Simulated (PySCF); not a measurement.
C3H6BrClSi2

```xyz
13

C    -2.6208   -0.3833   -0.0616
Si   -1.4300    0.9439   -0.7066
C     0.2755    0.4656   -0.1403
C     1.3806    0.1355    0.2276
Si    3.0658   -0.3982    0.7400
Cl    4.4381    1.0027    0.2587
Br    3.4733   -2.2690   -0.3935
H    -2.3523   -1.3688   -0.4328
H    -2.6130   -0.4271    1.0245
H    -3.6405   -0.1782   -0.3761
H    -1.4095    0.9929   -2.1718
H    -1.7243    2.2593   -0.1248
H     3.1528   -0.7746    2.1388
```

Geometry: GFN2-xTB.

All numbers below come from CAM-B3LYP/def2-SVPD, SCF density, gas phase (PySCF).

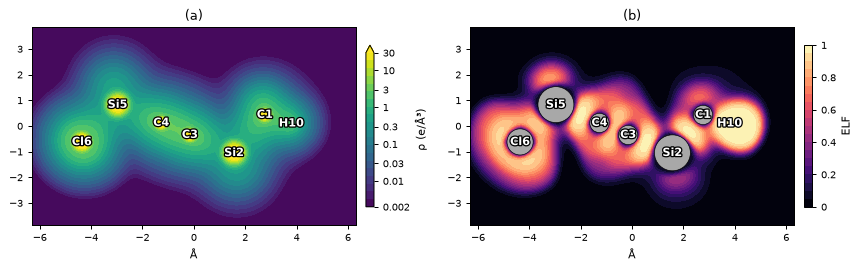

Figure 1. (a) total electron density; (b) ELF on the plane of atoms C1, Si2 and C3. Grey discs cover the atomic cores in the ELF map.

What do the fields say about this system?

The plane passes through C, Si, Cl and H nuclei. C–C (1.21 Å): ρ is about 2.8 e/Å³ halfway; the ELF peaks at about 0.85 between the atoms: a short, multiple covalent bond. C–Si (1.84 Å): ρ at the midpoint is about 0.98 e/Å³; the ELF peaks at about 1 between the atoms (a shared electron pair). Si–Cl (2.02 Å): ρ is about 0.93 e/Å³ halfway; the ELF peaks at about 0.90 between the atoms; a polar covalent bond. C–H (1.09 Å): ρ at the midpoint is about 1.9 e/Å³; the ELF climbs to about 1 towards the hydrogen, as it does in any bond to H (an ordinary covalent bond to hydrogen). C–Si (1.90 Å): the density is about 0.94 e/Å³ at the midpoint; the ELF peaks at about 0.95 between the atoms, as expected for localised, covalent bonding. The ELF also peaks beside Cl6, away from the bonds: lone-pair regions.

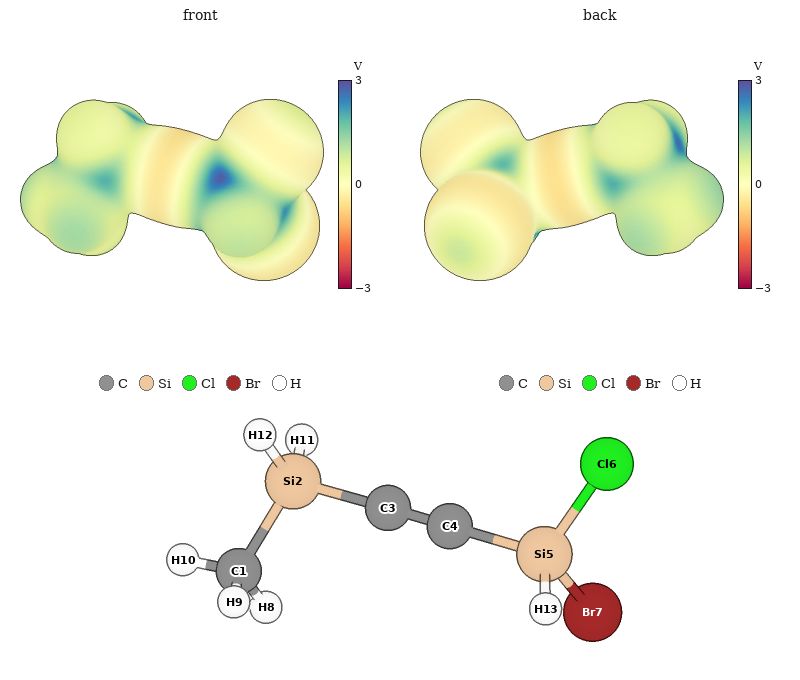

Figure 2. The molecular electrostatic potential painted on the density surface at 0.004 e/bohr³, seen from the front and from behind; the colour scale runs from red (negative) to blue (positive). The bare structure is drawn below in the same view.

Describe the electrostatic potential map.

The most negative region (about −0.5 V, or −12 kcal/mol for a unit charge) lies over C3 and C4, the most positive (about +2.5 V, or +58 kcal/mol for a unit charge) over Si2 and Si5. Cl6 shows a σ-hole: about +0.6 V, or +14 kcal/mol for a unit charge at the tip opposite its bond, against about −0.2 V on its flanks. Br7 shows a σ-hole: about +0.8 V, or +18 kcal/mol for a unit charge at the tip opposite its bond, against about −0.3 V, or −7 kcal/mol for a unit charge on its flanks.
